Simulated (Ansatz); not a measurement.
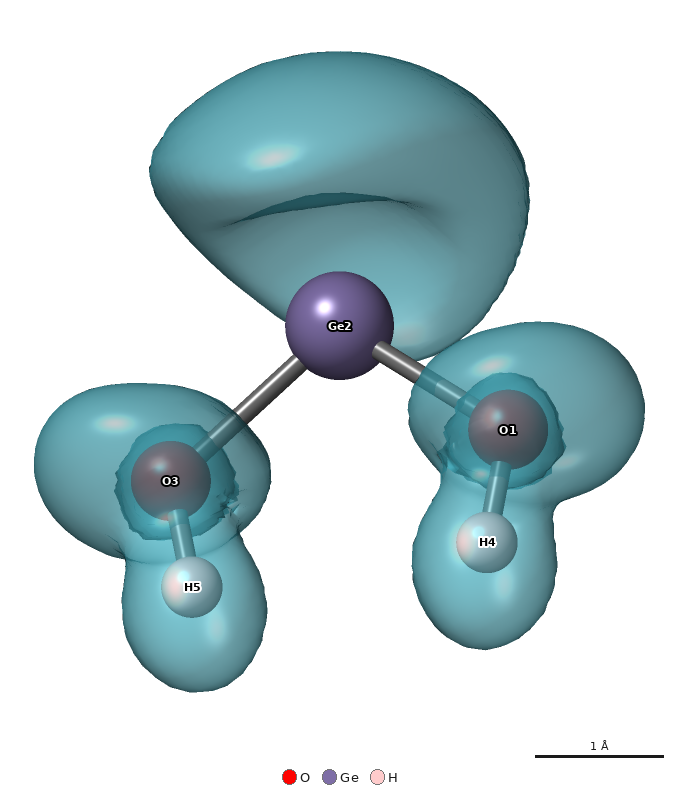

The picture shows: GeH$_{2}$O$_{2}$. Isosurface of the ELF at 0.75 (cyan), seen at a tilt. Core shells and regions of very low density are left out.

Computed with RKS PBE0/def2-mTZVP in Ansatz.

Input

```
crystal:
  periodic: [false, false, false]
  atoms:
    - { symbol: O, position_ang: [-1.4465, 0.0657, -0.1634] }
    - { symbol: Ge, position_ang: [-0.2148, -0.9215, 0.5259] }
    - { symbol: O, position_ang: [1.227, 0.0641, 0.7854] }
    - { symbol: H, position_ang: [-1.0671, 0.3914, -1.0634] }
    - { symbol: H, position_ang: [1.5513, 0.3267, -0.1258] }
basis:
  gaussian: { orbitals: def2-mTZVP }
hamiltonian:
  xc: pbe0
relax:
  f_tol: 0.02
  max_steps: 50
output:
  orbitals: {}
```

Launched as:

```sh
ansatz run input.yaml --threads 1 --pin off --max-ram 2048MiB --backend cpu --events-out ev --progress --plain --runs-dir out
```

The fields are those of the relaxed geometry.

**Identify the bonds, lone pairs and shells in this picture.**

The surface consists of one lobe on Ge, pointing away from the bonds (lone pairs) and two joined regions spread over several atoms (H, O), in which their bonds and any lone pairs are merged. Profiles from the grid: Ge–O (1.80 Å): the ELF peaks at about 0.85 in the valence shell of O, 0.6 Å from its nucleus, and is about 0.30 at the midpoint. O–H (0.97 Å): the ELF climbs to about 1 towards the hydrogen, as it does in any bond to H: a covalent bond by its length.
